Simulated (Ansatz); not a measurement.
# A computed series for hypothetical P6_3/mmc SiS2: thickness series

The parent structure is SiS2 in the 2H-MoS2 type structure (space group P6_3/mmc, No. 194; a = 3.224 Å, c = 12.151 Å; a hypothetical phase, not in the database extracts checked; layered, stacked along the Cartesian z axis).

Free-standing slabs (3 atom(s) a layer) normal to the stacking axis with 15 Å of vacuum; in-plane cell relaxed.

Computed with Kohn–Sham DFT with the r2SCAN+rVV10 functional, run in Ansatz (a first-principles code) with PAW and 500 eV plane waves, without spin-orbit coupling.

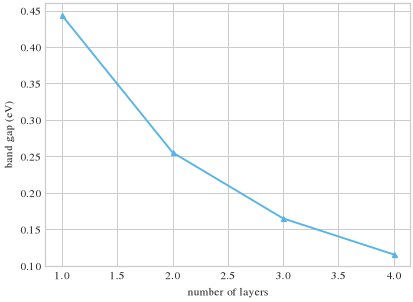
Figure: Band gap against number of layers

```json
[
 {"number of layers": "1", "band gap": "0.44 eV"},
 {"number of layers": "2", "band gap": "0.26 eV"},
 {"number of layers": "3", "band gap": "0.17 eV"},
 {"number of layers": "4", "band gap": "0.12 eV"}
]
```

No phonon test of stability was made. The final runs are not spin-polarised. The zero or small gap of SiS2 can change with the level of theory.
